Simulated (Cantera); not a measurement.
A closed system holds: 1 mol SiCl₄, 2 mol HCl, 190 mol H₂, at 0.430 bar.

Equilibrium computed with Cantera from the NASA thermochemical tables; the gas is ideal and each condensed phase is pure. Candidate condensed phases: Si; 19 gas species. The tables' values for SiCl, SiCl₃ are old estimates; treat these amounts as uncertain. Gases not in the tables: Si₂H₆ and higher silanes. Equilibrium is a limit: real reactors are often held back by kinetics, nucleation or transport.

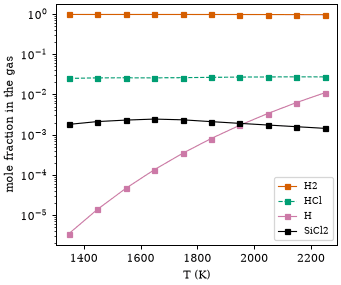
Equilibrium gas composition (values under 1e-9 drawn at 1e-9)

Read off the mole fractions at 2048 K.

H₂ about 0.97, HCl about 0.027, H about 0.0034, SiCl₂ about 0.0017.
